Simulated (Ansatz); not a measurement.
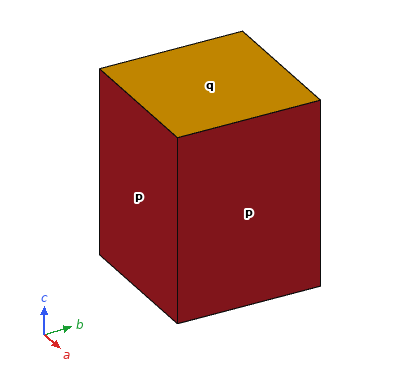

The shape was computed with the Donnay–Harker form of the Bravais–Friedel law: planes with larger spacing d grow more slowly and so show as larger faces; centring, glide planes and screw axes halve or divide d. Faces of one form share a colour. Cell of ScB₄: space group P4/mmm (No. 123), a = 4.020 Å, b = 4.020 Å, c = 3.085 Å, α = 90.00°, β = 90.00°, γ = 90.00°. Source: coordinates from a relaxation with Ansatz, DFT PBE, scalar-relativistic, plane waves, PAW; the starting structure was generated, so it need not be a known form of this composition. Forms under 0.4 % of the area are left out.

Question: Give the Miller indices of each colour.

Answer: red (p): {100} (d = 4.02 Å, 72 % of the area); yellow (q): {001} (d = 3.08 Å, 28 % of the area).
